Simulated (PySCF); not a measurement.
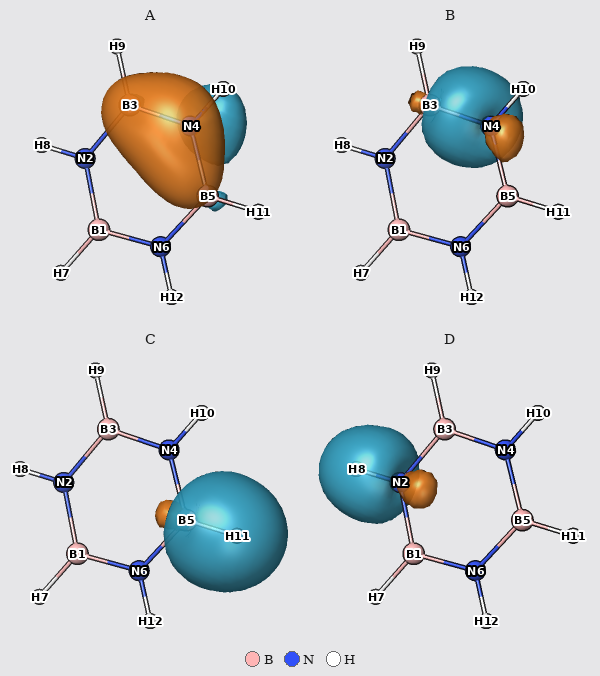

Figure. B₃H₆N₃, SMILES `B1NBNBN1`. Foster–Boys orbitals, occupied; each surface holds about 85 % of the orbital's density. Energies are diagonal elements of the Fock matrix.

Computed with PySCF, TPSSh/def2-SVPD, geometry: GFN2-xTB. No frequency check shows the geometry to be a minimum.

The calculation's input:

```python
import numpy as np
from pyscf import gto, scf, dft, lo
from pyscf.data.elements import chemcore

def solve(mol, dm0=None, hcore=None):
    mf = (dft.UKS if mol.spin else dft.RKS)(mol, xc='tpssh')
    mf.grids.level = 3
    mf = mf.density_fit(auxbasis='def2-universal-jkfit')
    mf.conv_tol, mf.max_cycle = 1e-8, 80
    if hcore is not None:
        mf.get_hcore = lambda *args: hcore
    mf.kernel(dm0)
    if not mf.converged:
        mf = mf.newton().run(mf.mo_coeff, mf.mo_occ, max_cycle=30)
    assert mf.converged, 'SCF not converged'
    return mf

mol = gto.M(atom='''
B      1.38608    -0.38486     0.00000
N      0.34877    -1.35014     0.00000
B     -1.02635    -1.00794     0.00000
N     -1.34364     0.37303     0.00000
B     -0.35974     1.39281     0.00000
N      0.99488     0.97711     0.00000
H      2.51848    -0.69931     0.00000
H      0.60100    -2.32646     0.00000
H     -1.86485    -1.83142     0.00000
H     -2.31527     0.64275     0.00000
H     -0.65362     2.53072     0.00000
H      1.71427     1.68371     0.00000
''', basis='def2-svpd', charge=0, spin=0, verbose=4)
mf = solve(mol)
occ_all = mf.mo_coeff[:, mf.mo_occ > 0]
occ = occ_all[:, chemcore(mol):]
bo = lo.Boys(mol, occ)
loc = bo.kernel()
for _ in range(5):
    new, stable = bo.stability(return_status=True)
    if stable:
        break
    loc = bo.kernel(new)
fock, s = mf.get_fock(), mf.get_ovlp()
ortho = lo.orth_ao(mol, 'meta_lowdin')
labels = mol.ao_labels(fmt=None)
vir = loc[:, :0]
both = np.hstack([loc, vir])
p = (ortho.T @ s @ both) ** 2
pop = np.array([p[[l[0] == a for l in labels]].sum(0) for a in range(mol.natm)])
spd = np.array([[p[[l[0] == a and l[2][-1] == k for l in labels]].sum(0) for k in 'spd'] for a in range(mol.natm)])
eps = np.einsum('pi,pq,qi->i', both, fock, both)
for i in np.argsort(eps):
    top = np.argsort(-pop[:, i])[:3]
    print('%3d %s %9.4f Eh ' % (i + 1, 'occ' if i < loc.shape[1] else 'vir', eps[i]), '  '.join('%s%d %.3f' % (mol.atom_symbol(a), a + 1, pop[a, i]) for a in top))
np.savez('result.npz', c=both, nocc=loc.shape[1], pop=pop, spd=spd, eps=eps, e=mf.e_tot)
```

Command:

```sh
OMP_NUM_THREADS=1 python input.py
```

The run took 55 s on 1 thread of Arm Neoverse V1, with other jobs on the host, peak memory 0.74 GiB.

Q: Identify each orbital.

A: By panel:
- A: bent (banana) bond N4–B3 (N4 72 %, B3 14 %, B5 14 %; −10.5 eV)
- B: σ bond N4–B3 (N4 66 %, B3 31 %; −14.6 eV)
- C: σ bond H11–B5 (H11 51 %, B5 48 %; −10.3 eV)
- D: σ bond N2–H8 (N2 61 %, H8 38 %; −16.0 eV)

Q: How do all the valence pairs divide up?

A: 15 pairs: 12 σ bonds and 3 bent bonds.
